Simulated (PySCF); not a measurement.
## A study: CH₆Si, SMILES `C[SiH3]`

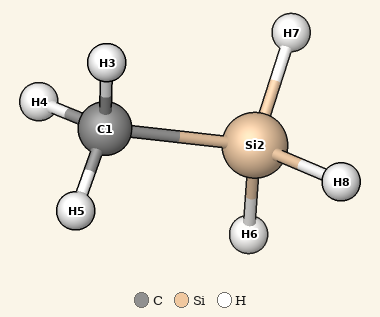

The molecule, with its atoms numbered as below. No frequency check shows the geometry to be a minimum.

Geometry (Å), atoms numbered from 1:

```
C1      -1.2503   -0.0001    0.0000
Si2      0.6452    0.0000    0.0000
H3      -1.6452   -0.1097    1.0064
H4      -1.6452    0.9265   -0.4081
H5      -1.6453   -0.8166   -0.5983
H6       1.1352    0.1536   -1.3718
H7       1.1352    1.1112    0.8189
H8       1.1351   -1.2648    0.5529
```

### 1. Bonding charge

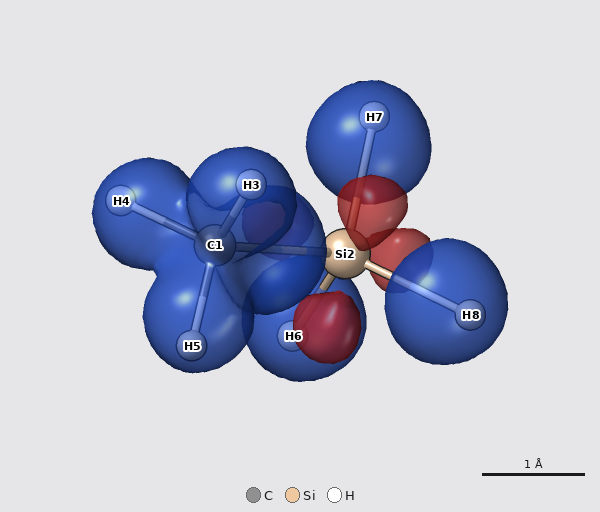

Deformation density (molecule less spherical, spin-averaged free atoms at the same positions), surfaces at ±0.09 e/Å³; blue: gain, red: loss.

Computed with PySCF, HF/6-31+G*, geometry: GFN2-xTB.

Describe the bonding that the map shows.

Answer. C1–H5, C1–H3 and C1–H4: +0.62 e/Å³ at the bond critical point (bond length 1.09 Å). Si2–H6, Si2–H8 and Si2–H7: +0.21 e/Å³ at the bond critical point (bond length 1.47 Å). C1–Si2: +0.19 e/Å³ at the bond critical point (bond length 1.90 Å). In all, 1.7 electrons gather in the regions of gain relative to the promolecule.

Where do the Hirshfeld charges lie?

Answer. The highest Hirshfeld charge is on Si2 (+0.38 e), the lowest on C1 (−0.21 e).

### 2. Bond critical points

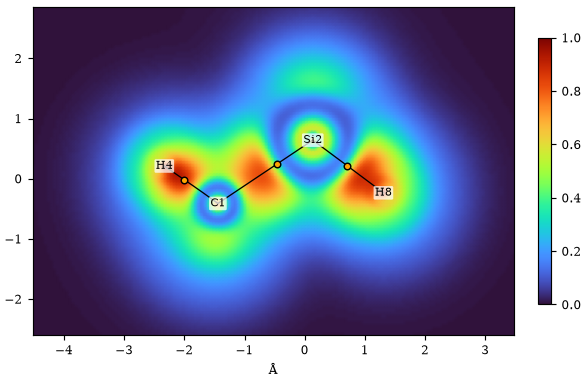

Localised orbital locator (LOL) in the plane of C1, Si2, H4 and H8, with bond paths and bond critical points (dots).

What values does LOL take at the bond critical points in this plane?

Answer. C1–H4: about 0.89; Si2–H8: about 0.39; C1–Si2: about 0.36. Values above 0.5 mark slow, localised electrons, as in shared pairs; low values at a critical point mark a polar or closed-shell contact whose critical point lies between the shells.

Where along C1–H4 does the critical point lie?

Answer. 0.68 Å from C1 and 0.40 Å from H4.

### 3. Local ionisation energy

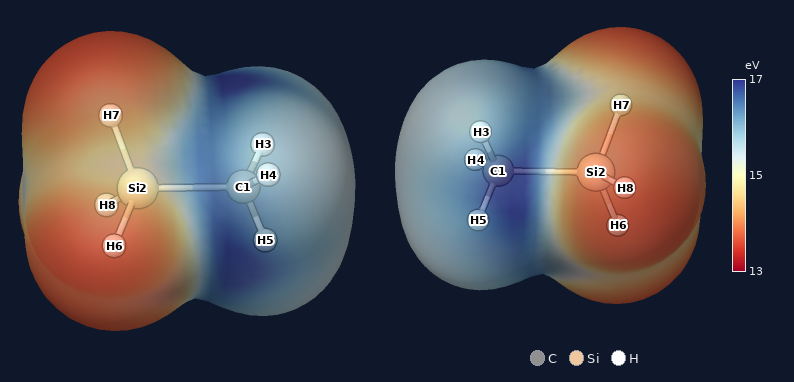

Average local ionisation energy on the surface of electron density 0.001 a.u. (back view left, front view right).

Where are the most loosely bound electrons on this surface?

Answer. The lowest value is 13.7 eV, 1.5 Å from H6, and at like points elsewhere. Further minima include 15.4 eV, 1.4 Å from H4, and at like points elsewhere. For comparison, the highest occupied orbital lies at −12.3 eV.

### 4. Excited states

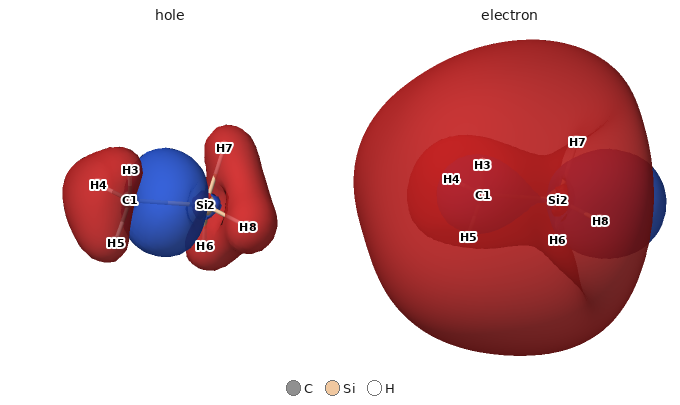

Leading natural transition orbital pair of S₁ (TDA singlet states); the surfaces enclose about 85 % of each orbital's density.

PySCF calculation, PBE/def2-SVPD, gas phase; geometry: GFN2-xTB.

Where does the state lie, and where do hole and electron sit?

Answer. 7.83 eV (158 nm), f = 0.050, diffuse (Rydberg-like) orbital; the leading pair carries 99 %; hole on C1 (43 %) and Si2 (30 %), electron on Si2 (32 %), H3, H4 and H5 (11 % each) and C1 (10 %) (atom shares of so diffuse an orbital are rough); their centroids lie 0.0 Å apart. In canonical orbitals it is mainly HOMO → LUMO (94 %). The HOMO–LUMO gap is 7.60 eV.

### 5. Removing or adding an electron

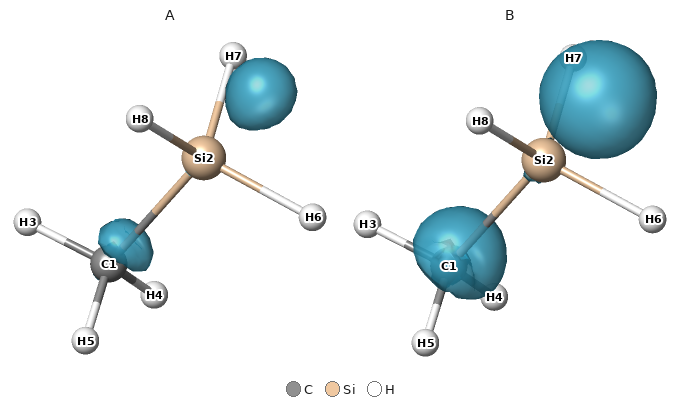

The Fukui function f⁺ from two separate SCF calculations and the density of the LUMO, at ±0.04 e/Å³ (light blue positive, orange negative).

Method: PBE0/def2-TZVP; geometry: GFN2-xTB; program: PySCF.

Which panel is which, and how good is the frozen-orbital picture?

Answer. A is f⁺ (it has negative regions), B the LUMO density. The LUMO lies on Si2 (41 %), C1 (13 %) and H3, H4, H5, H6, H7 and H8 (8 % each); f⁺ (Hirshfeld-condensed) is largest on Si2 (0.34); the vertical electron affinity is −2.12 eV (the stability of the anion's solution wasn't checked; negative, but this basis has no diffuse functions, so it doesn't show that the anion is unbound). Relaxation shifts 11 % of the electron between atoms. The orbital energy is 0.68 eV.

### 6. Localised orbitals

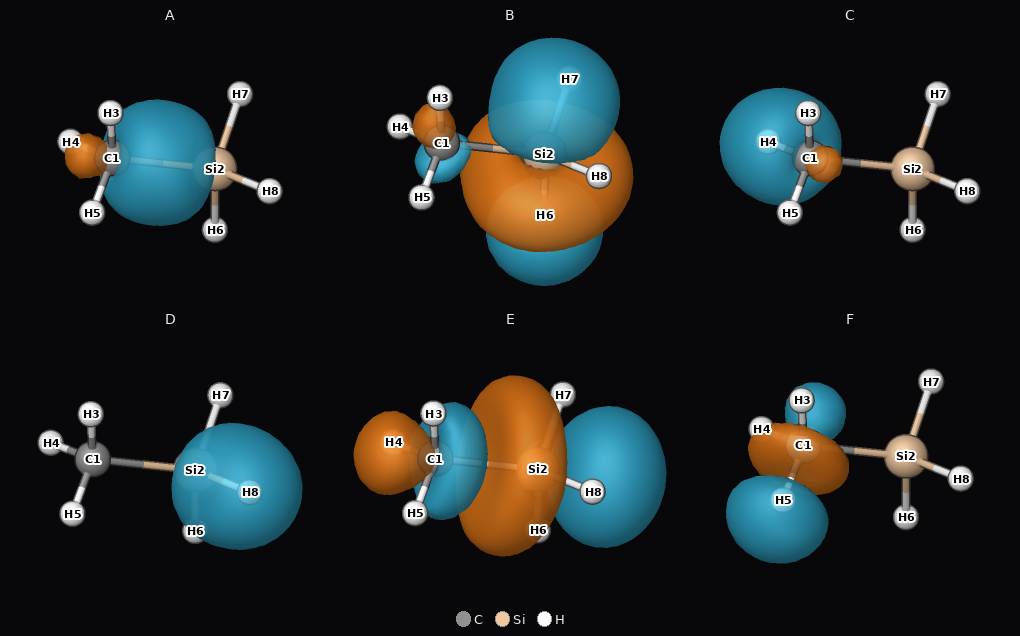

Intrinsic bond orbitals (IBO), occupied and valence-virtual; each surface holds about 80 % of the orbital's density. Energies are diagonal elements of the Fock matrix.

Computed with PySCF, HF/def2-SVPD, geometry: GFN2-xTB.

Identify each orbital.

Answer. By panel:
- A: σ bond C1–Si2 (C1 65 %, Si2 35 %; −15.4 eV)
- B: σ* orbital Si2–H6 (Si2 58 %, H6 41 %; 10.8 eV)
- C: σ bond C1–H4 (C1 56 %, H4 43 %; −17.9 eV)
- D: σ bond H8–Si2 (H8 58 %, Si2 41 %; −14.8 eV)
- E: σ* orbital Si2–C1, mostly on Si2 (Si2 66 %, C1 34 %; 9.9 eV)
- F: σ* orbital H5–C1 (H5 56 %, C1 43 %; 15.8 eV)

How do all the valence pairs divide up?

Answer. 7 pairs: 7 σ bonds.

### 7. Stretching a bond

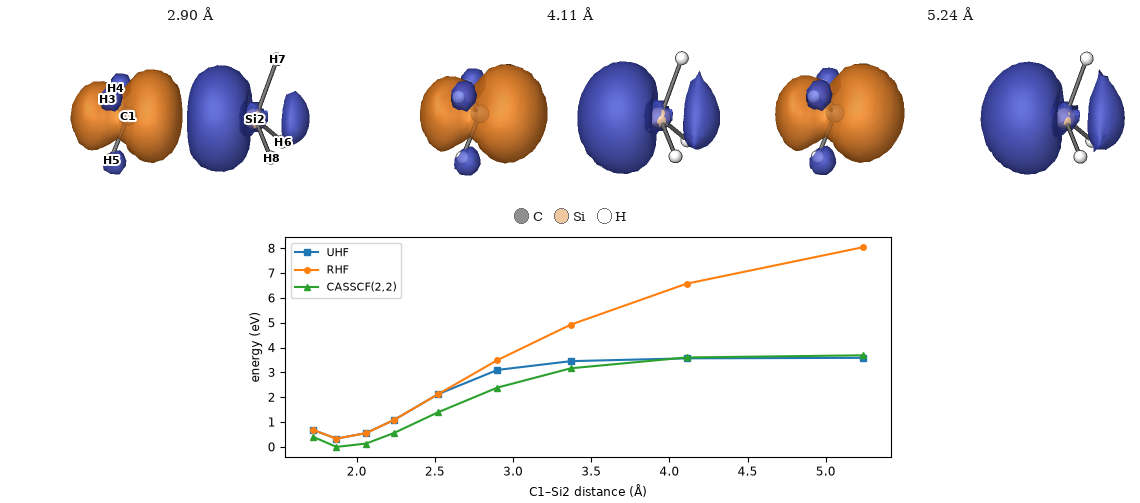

Rigid stretch of the C1–Si2 bond. Broken-symmetry UHF spin density at ±0.03 e/Å³ (orange: α, blue: β). Below: energies along the scan, from the lowest point of the three curves.

Method: def2-SVP basis; geometry: GFN2-xTB; program: PySCF.

How does the broken-symmetry solution share the spin, and how far is it from a pure singlet?

Answer. At 5.24 Å excess α spin lies mostly on C1 and excess β on Si2; the two could be swapped at no cost. ⟨S²⟩ is 0.58 at 2.90 Å, 0.99 at 4.11 Å and 1.01 at 5.24 Å, against 0 for a pure singlet and 1 for an equal mix of singlet and triplet.

Where does the UHF solution part from RHF?

Answer. Between 2.52 Å (⟨S²⟩ = 0, the two coincide) and 2.90 Å (⟨S²⟩ = 0.58); at 5.24 Å ⟨S²⟩ is 1.01 and UHF lies 4.5 eV below RHF.

How much energy does the stretch cost?

Answer. By CASSCF, 3.7 eV from the lowest point of the scan (1.87 Å) to 5.24 Å; RHF gives 7.7 eV from its own lowest point. The fragments aren't relaxed and dynamic correlation is missing, so this isn't a bond dissociation energy.

The PySCF runs shown took 0.93 s, 27 s, 83 s, 1.5 s and 39 s on 1 thread of Intel(R) Xeon(R) Platinum 8375C CPU @ 2.90GHz (Ice Lake), with other jobs on the host.
